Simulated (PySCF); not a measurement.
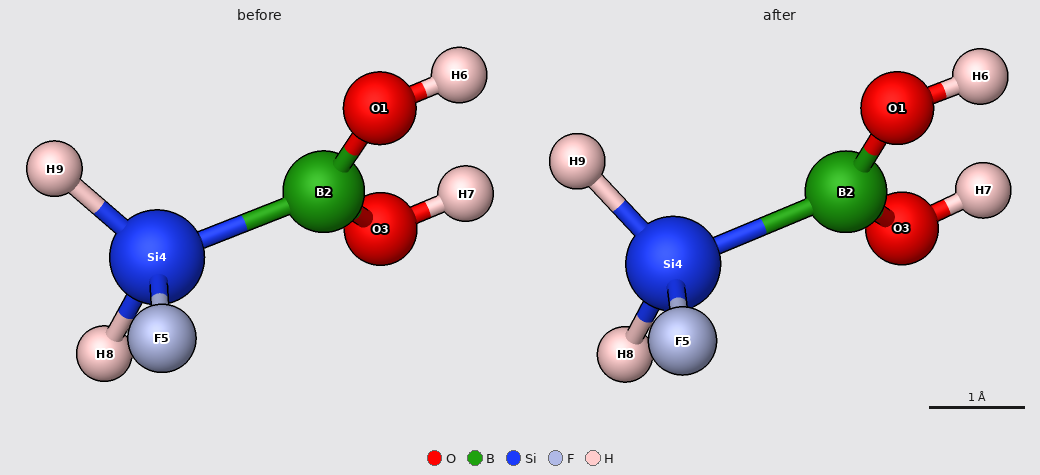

The structure of BSiH4O2F before (left) and after (right) a relaxation, at one scale.

The picture is a ball-and-stick view, seen from a free direction.

The start comes from GFN2-xTB. Its atoms were then displaced at random by about 0.01 Å.

The calculation used PBE0-D3(BJ)/def2-SVP geometry optimisation, gas phase in PySCF 2.14.0, density-fitted response routines. 

Q: What changed between the two?

A: The largest moves after the best rigid fit, 0.10 Å, are those of Si4 and H9. By element the largest moves are H 0.10 Å, Si 0.10 Å, F 0.09 Å, O 0.04 Å, B 0.02 Å. Some distances before and after: B2–Si4 1.935 → 2.033 Å, O1–H6 0.927 → 0.965 Å, Si4–H9 1.466 → 1.496 Å, O3–H7 0.990 → 0.965 Å. Bond angles that change, for instance: B2–Si4–H9 119.2° → 111.5°, F5–Si4–H8 100.1° → 107.3°, B2–O1–H6 121.1° → 115.8°. Over 5 geometry steps the energy falls by 6.38 kcal/mol.
